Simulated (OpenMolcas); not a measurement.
# A workflow on [C5CoN5]3− (SMILES N#[C][Co-3]([C]#N)([C]#N)([C]#N)[C]#N)

We compute a series of 11 runs (ROHF/ANO-RCC-MB, CASSCF(7,5)/ANO-RCC-VDZ, CASPT2(7,5)/ANO-RCC-VDZ, SC-NEVPT2(7,5)/ANO-RCC-VDZ, MC-PDFT[ftPBE](7,5)/ANO-RCC-VDZ, CASPT2[IPEA 0.1](7,5)/ANO-RCC-VDZ) of C5CoN5. 

The calculation is run with OpenMolcas 26.06.

1 further run of the same task is left out (it didn't finish).

### Step 1. The system as given

The species is [C5CoN5]3− (11 atoms), meant as a doublet with charge -3. SMILES: `N#[C][Co-3]([C]#N)([C]#N)([C]#N)[C]#N`. The shape comes from GFN2-xTB, which is rough for such elements, and wasn't checked as a minimum.

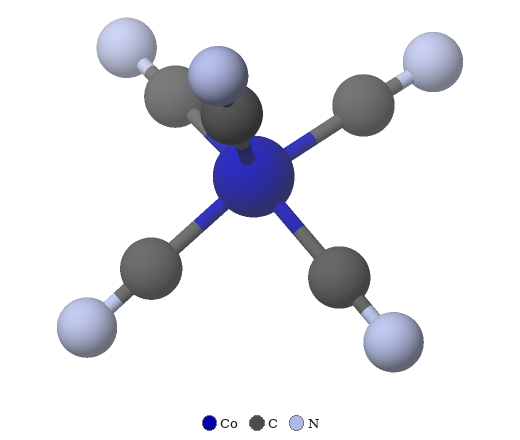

The structure, seen from a chosen angle (cobalt blue, carbon dark grey, nitrogen light blue).

### Step 2. The energy at ROHF/ANO-RCC-MB (DKH2) (run 1)

Contents of step1.inp:

```
&GATEWAY
Coord
11
bohr
Co    -0.00009449     0.00340151    -0.25464060
C     -0.01028011    -0.01959646     3.34829234
N     -0.00891951    -0.04667624     5.55371611
C      3.43858345     0.01589260    -0.84357374
N      5.59978763     0.02515225    -1.28975698
C     -0.00614161     3.44372351    -0.83249995
N     -0.01067695     5.60572137    -1.27528168
C     -3.43523864    -0.00349599    -0.86626935
N     -5.59202086    -0.00627389    -1.33352303
C      0.01103600    -3.42900254    -0.87634159
N      0.01394618    -5.58884612    -1.33008373
Basis=ANO-RCC-MB
Group=NoSym
&SEWARD
&SCF
UHF
Charge=-3
Spin=2
PrOrbitals=1
&RASSCF
FileOrb=$Project.UnaOrb
Spin=2
Nactel=1 0 0
Inactive=47
Ras2=1
OutOrbitals=Canonical
OrbListing=NoCore
```

The run is started by

```sh
$ export MOLCAS_MEM=1860
$ pymolcas step1.inp > step1.log
```

Standard output:

```text
--- Start Module: gateway ---
[...]
--- Stop Module: gateway /rc=_RC_ALL_IS_WELL_ ---
[...]
      Basis functions           68
[...]
--- Start Module: scf ---
[...]
       Convergence after  29 Iterations
[...]
::    Total SCF energy                              -1852.7704005866
[...]
      Total spin, S                                     0.5150588488
[...]
--- Stop Module: scf /rc=_RC_ALL_IS_WELL_ ---
[...]
--- Start Module: rasscf ---
[...]
      Number of active orbitals                  1
[...]
      Spin quantum number                      0.5
[...]
      Active orbitals                            1
[...]
      Number of CSFs                             1
[...]
      Number of root(s) required                 1
[...]
      Convergence after  7 iterations
[...]
      printout of CI-coefficients larger than  0.05 for root  1
      energy=   -1852.768066
      conf/sym  1     Coeff  Weight
             1  u   1.00000 1.00000
      Natural orbitals and occupation numbers for root  1
      sym 1:   1.000000
      ************************************************************************************************************************
      *                                                    Final results                                                     *
[...]
::    RASSCF root number  1 Total energy:  -1852.76806612
[...]
      Total electronic charge=   95.000000
      Total            charge=   -3.000000
[...]
      Dipole Moment (debye):
      Origin of the operator (angstrom)=   -0.0000    0.0004   -0.0316
                   X=  2.2226E-03               Y=  1.7353E-02               Z= -1.5996E+00           Total=  1.5996E+00
      Center of Charge (angstrom)
[...]
--- Stop Module: rasscf /rc=_RC_ALL_IS_WELL_ ---
[...]
```

It took 30 s on 1 thread of Arm Neoverse V1, shared host; peak memory 0.42 GiB.

### Step 3. The vertical excitations at CASSCF(7,5)/ANO-RCC-VDZ (DKH2, RICD fitting, 5 states averaged) (run 2)

Contents of step2.input:

```
&GATEWAY
COORD
11
bohr
Co    -0.00009449     0.00340151    -0.25464060
C     -0.01028011    -0.01959646     3.34829234
N     -0.00891951    -0.04667624     5.55371611
C      3.43858345     0.01589260    -0.84357374
N      5.59978763     0.02515225    -1.28975698
C     -0.00614161     3.44372351    -0.83249995
N     -0.01067695     5.60572137    -1.27528168
C     -3.43523864    -0.00349599    -0.86626935
N     -5.59202086    -0.00627389    -1.33352303
C      0.01103600    -3.42900254    -0.87634159
N      0.01394618    -5.58884612    -1.33008373
BASIS=ANO-RCC-MB
GROUP=NoSym
&SEWARD
&RASSCF
FILEORB=$CurrDir/step1.RasOrb
ALTER=4
1 30 45
1 31 46
1 32 47
1 49 58
SPIN=2
NACTEL=7 0 0
INACTIVE=44
RAS2=5
CIROOT=5 5 1
ORBLISTING=Nothing
>>> COPY $Project.RunFile RUNFIL1
>>> COPY $Project.RasOrb INPORB
&GATEWAY
COORD
11
bohr
Co    -0.00009449     0.00340151    -0.25464060
C     -0.01028011    -0.01959646     3.34829234
N     -0.00891951    -0.04667624     5.55371611
C      3.43858345     0.01589260    -0.84357374
N      5.59978763     0.02515225    -1.28975698
C     -0.00614161     3.44372351    -0.83249995
N     -0.01067695     5.60572137    -1.27528168
C     -3.43523864    -0.00349599    -0.86626935
N     -5.59202086    -0.00627389    -1.33352303
C      0.01103600    -3.42900254    -0.87634159
N      0.01394618    -5.58884612    -1.33008373
BASIS=ANO-RCC-VDZ
GROUP=NoSym
RICD
&SEWARD
>>> COPY $Project.RunFile RUNFIL2
&EXPBAS
&RASSCF
FILEORB=$Project.ExpOrb
SPIN=2
NACTEL=7 0 0
INACTIVE=44
RAS2=5
CIROOT=5 5 1
ORBLISTING=NoCore
```

The run is started by

```sh
$ export MOLCAS_MEM=1860
$ pymolcas step2.input > step2.log
```

Standard output:

```text
--- Start Module: gateway ---
[...]
      Basis functions           68
[...]
      Number of active orbitals                  5
[...]
      Spin quantum number                      0.5
[...]
      Active orbitals                            5
[...]
      Number of CSFs                            40
[...]
      Number of root(s) required                 5
[...]
      Convergence after 12 iterations
[...]
      Natural orbitals and occupation numbers for root  1
      sym 1:   1.996410   1.988994   1.988980   1.001739   0.023877
      Natural orbitals and occupation numbers for root  2
      sym 1:   1.991200   1.983367   1.007449   1.974746   0.043238
      Natural orbitals and occupation numbers for root  3
      sym 1:   1.991173   1.007484   1.983316   1.974711   0.043317
[...]
::    RASSCF root number  1 Total energy:  -1852.77184981
::    RASSCF root number  2 Total energy:  -1852.73175923
[...]
      Basis functions          117
[...]
--- Start Module: expbas ---
[...]
      Convergence after 15 iterations
[...]
      Natural orbitals and occupation numbers for root  2
      sym 1:   1.990602   1.980338   1.008675   1.967153   0.053232
      Natural orbitals and occupation numbers for root  3
      sym 1:   1.990579   1.008709   1.980288   1.967112   0.053313
      Natural orbitals and occupation numbers for root  4
      sym 1:   1.195580   1.796992   1.796953   1.928350   0.282125
      Natural orbitals and occupation numbers for root  5
      sym 1:   1.929278   1.966535   1.966609   0.134042   1.003536
[...]
::    RASSCF root number  2 Total energy:  -1853.23884776
::    RASSCF root number  3 Total energy:  -1853.23879444
::    RASSCF root number  4 Total energy:  -1853.18768763
::    RASSCF root number  5 Total energy:  -1853.17851774
[...]
      Total electronic charge=   95.000000
      Total            charge=   -3.000000
[...]
```

It took 47 s on 1 thread of Arm Neoverse V1, shared host; peak memory 0.42 GiB.

The roots found:

```tsv
excited state	energy (eV)
1	1.095
2	1.097
3	2.487
4	2.737
```

Runs 3 to 4 aren't shown in full; the table further down has their settings and results.

### Step 4. The excited states at SC-NEVPT2(7,5)/ANO-RCC-VDZ (DKH2, RICD fitting, pt2 variant QD-SC-NEVPT2, 5 states averaged) (run 5)

Contents of step5.inp:

```
* C5CoN5 NEVPT2
&gateway
coord
11
bohr
Co    -0.00009449     0.00340151    -0.25464060
C     -0.01028011    -0.01959646     3.34829234
N     -0.00891951    -0.04667624     5.55371611
C      3.43858345     0.01589260    -0.84357374
N      5.59978763     0.02515225    -1.28975698
C     -0.00614161     3.44372351    -0.83249995
N     -0.01067695     5.60572137    -1.27528168
C     -3.43523864    -0.00349599    -0.86626935
N     -5.59202086    -0.00627389    -1.33352303
C      0.01103600    -3.42900254    -0.87634159
N      0.01394618    -5.58884612    -1.33008373
basis=ANO-RCC-VDZ
group=NoSym
ricd
&seward
&rasscf
fileorb=$CurrDir/step2.RasOrb
spin=2
nactel=7 0 0
inactive=44
ras2=5
ciroot=5 5 1
orblisting=NoCore
&caspt2
sc-nevpt2
multistate=all
&rassi
nrofjobiphs=1 all
iphnames
JOBMIX
ejob
```

The run is started by

```sh
$ export MOLCAS_MEM=1860
$ pymolcas step5.inp > step5.log
```

Standard output:

```text
--- Start Module: gateway ---
[...]
--- Stop Module: gateway /rc=_RC_ALL_IS_WELL_ ---
[...]
      Basis functions          117
[...]
      Number of active orbitals                  5
[...]
      Spin quantum number                      0.5
[...]
      Active orbitals                            5
[...]
      Number of CSFs                            40
[...]
      Number of root(s) required                 5
[...]
      Convergence after  4 iterations
[...]
      Natural orbitals and occupation numbers for root  1
      sym 1:   1.995575   1.987046   1.987033   1.002020   0.028326
      Natural orbitals and occupation numbers for root  2
      sym 1:   1.990602   1.980338   1.008675   1.967154   0.053231
      Natural orbitals and occupation numbers for root  3
      sym 1:   1.990579   1.008709   1.980288   1.967112   0.053313
      Natural orbitals and occupation numbers for root  4
      sym 1:   1.195577   1.796994   1.796956   1.928352   0.282120
      Natural orbitals and occupation numbers for root  5
      sym 1:   1.929278   1.966535   1.966609   0.134041   1.003536
      ************************************************************************************************************************
      *                                                    Final results                                                     *
[...]
::    RASSCF root number  1 Total energy:  -1853.27910011
::    RASSCF root number  2 Total energy:  -1853.23884805
[...]
      Total electronic charge=   95.000000
      Total            charge=   -3.000000
[...]
--- Start Module: caspt2 ---
[...]
::    RASSI State    2     Total energy:   -1854.67699582838031
::    RASSI State    3     Total energy:   -1854.67690154033062
::    RASSI State    4     Total energy:   -1854.61708940775998
::    RASSI State    5     Total energy:   -1854.58214670163306
[...]
```

It took 24 s on 1 thread of Arm Neoverse V1, shared host; peak memory 0.16 GiB.

The roots found:

```tsv
excited state	energy (eV)	strength
1	1.354	0.0006
2	1.357	0.0006
3	2.984	0.0000
4	3.935	0.0000
```

Runs 6 to 10 aren't shown in full; the table further down has their settings and results.

### Step 5. The vertical excitations at CASPT2[IPEA 0.1](7,5)/ANO-RCC-VDZ (DKH2, RICD fitting, ipea shift 0.1 Eh, pt2 variant MS, 5 states averaged) (run 11)

Contents of step11.input:

```
* C5CoN5 CASPT2
>>> EXPORT MOLCAS_PRINT=2

&GATEWAY
 COORD
 11
 bohr
 Co    -0.00009449     0.00340151    -0.25464060
 C     -0.01028011    -0.01959646     3.34829234
 N     -0.00891951    -0.04667624     5.55371611
 C      3.43858345     0.01589260    -0.84357374
 N      5.59978763     0.02515225    -1.28975698
 C     -0.00614161     3.44372351    -0.83249995
 N     -0.01067695     5.60572137    -1.27528168
 C     -3.43523864    -0.00349599    -0.86626935
 N     -5.59202086    -0.00627389    -1.33352303
 C      0.01103600    -3.42900254    -0.87634159
 N      0.01394618    -5.58884612    -1.33008373
 BASIS = ANO-RCC-VDZ
 GROUP = NoSym
 RICD

&SEWARD

&RASSCF
 FILEORB = $CurrDir/step2.RasOrb
 SPIN = 2
 NACTEL = 7 0 0
 INACTIVE = 44
 RAS2 = 5
 CIROOT = 5 5 1
 LEVSHFT = 1.5
 ORBLISTING = NoCore

&CASPT2
 MULTISTATE = all
 IPEA = 0.1
 IMAGINARY = 0.1
```

The run is started by

```sh
$ export MOLCAS_MEM=1860
$ pymolcas step11.input > step11.log
```

Standard output:

```text
--- Start Module: gateway ---
[...]
--- Stop Module: gateway /rc=_RC_ALL_IS_WELL_ ---
[...]
      Basis functions          117
[...]
--- Start Module: rasscf ---
[...]
      Number of active orbitals                  5
[...]
      Spin quantum number                      0.5
[...]
      Active orbitals                            5
[...]
      Number of CSFs                            40
[...]
      Number of root(s) required                 5
[...]
      Convergence after  4 iterations
[...]
      Natural orbitals and occupation numbers for root  1
      sym 1:   1.995575   1.987046   1.987033   1.002020   0.028327
      Natural orbitals and occupation numbers for root  2
      sym 1:   1.990602   1.980338   1.008675   1.967154   0.053231
      Natural orbitals and occupation numbers for root  3
      sym 1:   1.990579   1.008709   1.980288   1.967112   0.053313
      Natural orbitals and occupation numbers for root  4
      sym 1:   1.195578   1.796994   1.796956   1.928351   0.282121
      Natural orbitals and occupation numbers for root  5
      sym 1:   1.929278   1.966535   1.966609   0.134042   1.003536
      ************************************************************************************************************************
      *                                                    Final results                                                     *
[...]
::    RASSCF root number  1 Total energy:  -1853.27910022
::    RASSCF root number  2 Total energy:  -1853.23884791
[...]
      Total electronic charge=   95.000000
      Total            charge=   -3.000000
[...]
--- Start Module: caspt2 ---
[...]
::    MS-CASPT2 Root  2     Total energy:  -1854.69467858
::    MS-CASPT2 Root  3     Total energy:  -1854.69459901
::    MS-CASPT2 Root  4     Total energy:  -1854.65456706
::    MS-CASPT2 Root  5     Total energy:  -1854.60881715
[...]
```

Run time: 40 s. Hardware: 1 thread of Arm Neoverse V1, shared host; peak memory 0.16 GiB.

The roots found:

```tsv
excited state	energy (eV)
1	1.234
2	1.237
3	2.326
4	3.571
```

### Step 6. Overview of the runs

```tsv
run	level	integral approximation	task	partner	energy (Eh)	wall time
1	ROHF/ANO-RCC-MB (DKH2)	none	energy	base	-1852.768066	30 s
2	CASSCF(7,5)/ANO-RCC-VDZ (DKH2, RICD fitting, 5 states averaged)	RICD	excited	base	-1853.279100	47 s
3	CASSCF(7,5)/ANO-RCC-VDZ (DKH2, RICD fitting, multiplet size 2, 5 states averaged)	RICD	magnetism	base	-1853.279100	14 s
4	CASPT2(7,5)/ANO-RCC-VDZ (DKH2, RICD fitting, ipea shift 0.25 Eh, multiplet size 2, pt2 variant MS, 5 states averaged)	RICD	magnetism	base	-1854.735963	39 s
5	SC-NEVPT2(7,5)/ANO-RCC-VDZ (DKH2, RICD fitting, pt2 variant QD-SC-NEVPT2, 5 states averaged)	RICD	excited	base	-1854.726762	24 s
6	MC-PDFT[ftPBE](7,5)/ANO-RCC-VDZ (DKH2, RICD fitting, 5 states averaged)	RICD	excited	base	-1857.093347	27 s
7	CASPT2(7,5)/ANO-RCC-VDZ (DKH2, RICD fitting, ipea shift 0.25 Eh, pt2 variant SS)	RICD	energy	other spin	-1854.640891	87 s
8	SC-NEVPT2(7,5)/ANO-RCC-VDZ (DKH2, RICD fitting, pt2 variant SC-NEVPT2)	RICD	energy	other spin	-1854.606407	82 s
9	CASPT2(7,5)/ANO-RCC-VDZ (DKH2, RICD fitting, ipea shift 0.25 Eh, pt2 variant SS)	RICD	energy	base	-1854.719243	60 s
10	SC-NEVPT2(7,5)/ANO-RCC-VDZ (DKH2, RICD fitting, pt2 variant SC-NEVPT2)	RICD	energy	base	-1854.677213	54 s
11	CASPT2[IPEA 0.1](7,5)/ANO-RCC-VDZ (DKH2, RICD fitting, ipea shift 0.1 Eh, pt2 variant MS, 5 states averaged)	RICD	excited	base	-1854.740041	40 s
```

### Step 7. Outcome

| quantity | value |
| --- | --- |
| run 11, CASPT2[IPEA 0.1](7,5)/ANO-RCC-VDZ: energy of the lowest of 5 roots | -1854.74004 Eh |
| run 11, CASPT2[IPEA 0.1](7,5)/ANO-RCC-VDZ: lowest excitation energy within this active space | 1.23 eV |

In words: In run 1 the basis is minimal, so the values are rough. All runs together took 8.4 min, the longest 87 s.

A small anion of this charge may not be bound in the gas phase; the finite basis can hold electrons that would leave.
